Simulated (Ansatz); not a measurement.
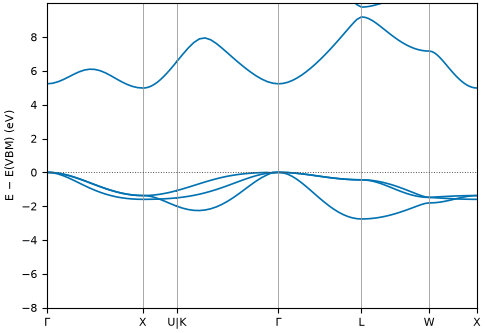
Figure: Band structure from PBE in the plane-wave PAW code Ansatz

Question: Read off the gap and where the band edges lie.

Answer: About 5.0 eV (4.98 eV by a search for the band edges); maximum at Γ, minimum at X.

The material is Li$_{2}$O (anti-fluorite, Fm-3m).

The PBE relaxation kept the symmetry of its start.

Potentials: the later of the program's two PAW sets.
